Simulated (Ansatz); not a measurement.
**FH₃NOSi radical: a ladder of functionals and wavefunction methods**

How much do the methods differ for FH₃NOSi radical? The plan is to run it at one geometry with functionals of several rungs and with coupled cluster. The yardstick is the atomisation energy at the CCSD(T) limit.

Computed with Ansatz 0.2.0, Gaussian basis. Level: functionals in def2-TZVPP, the program's frozen cores in correlated methods.

Plan: LDA (SPW92), PBE-D4, revPBE-D4, BLYP-D4, r2SCAN-D4, B97M-V, PBE0-D4, B3LYP-D4, r2SCANh-D4, r2SCAN0-D4, HSE06-D4, BHLYP-D4, CAM-B3LYP-D4, LC-ωPBE, ωB97X-V, ωB97M-V, B2PLYP, PBE-QIDH; CCSD(T)/def2-SVP; CCSD(T)/def2-TZVPP; CCSD(T)/def2-QZVPP; extrapolation to the limit; RPA on PBE.

**1. Structure used throughout**

The geometry comes from an earlier relaxation with PBE0-D4 in a triple-zeta def2 set; it is a stationary point, not always the lowest conformer.

SMILES `[NH][SiH](O)F`, 7 atoms, charge 0, spin multiplicity 2.

Atoms are counted from 1 here; the program's logs count them from 0.

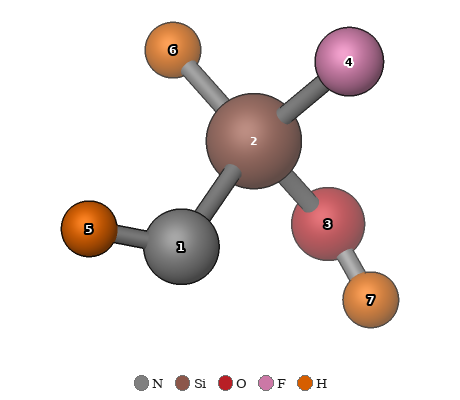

The structure; nitrogen grey, silicon brown, oxygen red, fluorine pink, hydrogen orange; atoms are numbered from 1 in the order of the file.

**2. LDA**

This LDA is Slater exchange with PW92 correlation.

in.yaml reads:

```yaml
crystal:
  periodic: [false, false, false]
  atoms:
    - {symbol: N, position_ang: [-0.666588, 0.653637, -1.073016]}
    - {symbol: Si, position_ang: [-0.101325, -0.148845, 0.365127]}
    - {symbol: O, position_ang: [1.496118, -0.389935, 0.204503]}
    - {symbol: F, position_ang: [-0.909081, -1.519877, 0.401462]}
    - {symbol: H, position_ang: [-1.287492, 1.452870, -0.944799]}
    - {symbol: H, position_ang: [-0.297269, 0.522275, 1.662403]}
    - {symbol: H, position_ang: [1.826937, -0.638025, -0.661381]}
basis:
  gaussian: {orbitals: def2-TZVPP}
magnetization: {spin_polarized: true, initial_magnetization: 1}
hamiltonian: {xc: lda}
output: {orbitals: {seedname: orbitals}}
```

On the command line:

```sh
$ ansatz run in.yaml --threads 2 --pin off --events-out ev --progress --plain --max-ram 32768MiB --backend cpu
```

The runs that follow: PBE-D4 (GGA); revPBE-D4 (GGA); BLYP-D4 (GGA); r2SCAN-D4 (meta-GGA); B97M-V (meta-GGA); B3LYP-D4 (hybrid); r2SCANh-D4 (hybrid); r2SCAN0-D4 (hybrid); HSE06-D4 (hybrid); BHLYP-D4 (hybrid); CAM-B3LYP-D4 (range-separated); LC-ωPBE (range-separated); ωB97X-V (range-separated); ωB97M-V (range-separated); B2PLYP (double hybrid); PBE-QIDH (double hybrid); CCSD(T) in def2-SVP; CCSD(T) in def2-TZVPP; CCSD(T) in def2-QZVPP; RPA on PBE orbitals.

Q: Predict the results of all the runs planned. Wanted: atomisation energy, CCSD(T)/CBS; farthest beyond LDA; mean size of error, GGA; mean size of error, meta-GGA; mean size of error, hybrid; mean size of error, range-separated; mean size of error, double hybrid; gap, smallest and largest; T1 diagnostic.

**Answer**, as computed:

| quantity | value |
| --- | --- |
| atomisation energy, CCSD(T)/CBS | 2550.5 kJ/mol |
| functionals within 12.8 kJ/mol (0.5 %) | BLYP-D4, r2SCAN-D4, B97M-V, CAM-B3LYP-D4, ωB97X-V, ωB97M-V |
| farthest beyond LDA | BHLYP-D4 (-107.9 kJ/mol) |
| mean size of error, GGA | 25.9 kJ/mol |
| mean size of error, meta-GGA | 8.4 kJ/mol |
| mean size of error, hybrid | 52.2 kJ/mol |
| mean size of error, range-separated | 9.8 kJ/mol |
| mean size of error, double hybrid | 48.7 kJ/mol |
| gap, smallest and largest | 0.98 eV (LDA (SPW92)), 10.23 eV (LC-ωPBE) |
| T1 diagnostic | 0.0128 |
| triples share of the correlation energy | 3.1 % |

What this shows: The LDA atomisation energy is off by 366.0 kJ/mol (14 %): it overbinds. PBE-D4 misses by +25.0 kJ/mol. Double hybrids carry the basis error of their MP2 part in triple zeta, and no dispersion term here, so their miss is partly the set-up's. The rungs meta-GGA, range-separated miss on average by less than the doubt on the reference (12.8 kJ/mol), so they tie. Misses under about 12.8 kJ/mol are within the doubt on the reference itself, which lacks core-valence correlation, relativity and higher excitations. Hartree-Fock recovers 70 % of the binding; the rest is correlation. CCSD(T) in def2-SVP is off by -268.8 kJ/mol, so the small basis spoils what the method gains. Orbital gaps span 1.0 to 10.2 eV; exact exchange widens them.
